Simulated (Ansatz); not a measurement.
The reference is AlN in the wurtzite structure (space group P6_3mc, No. 186; a = 3.0888 Å, c = 4.9433 Å). Axes: x lies along a and z along c of the hexagonal cell.

Now apply this change: compressive biaxial strain of 3.00 % in the plane normal to [001], as in epitaxy on a mismatched substrate; the out-of-plane cell vector and the atoms relax.

Computed with Kohn–Sham DFT with the LDA functional, run in Ansatz (an electronic-structure program) with PAW and 420 eV plane waves, no SOC.

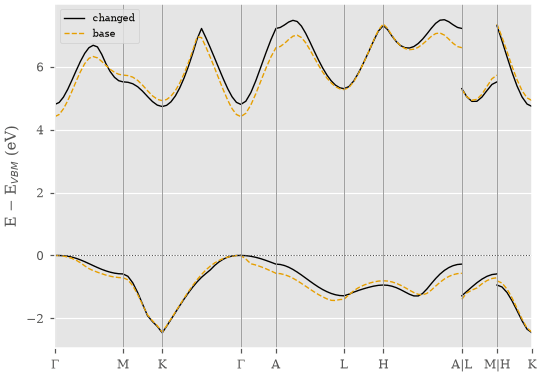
Fig. 1. Highest valence and lowest conduction band along the path, each from its own valence-band maximum

The gap is 4.74 eV, indirect, Γ → K; the base has 4.42 eV.

Whether these cells are dynamically stable was not tested.
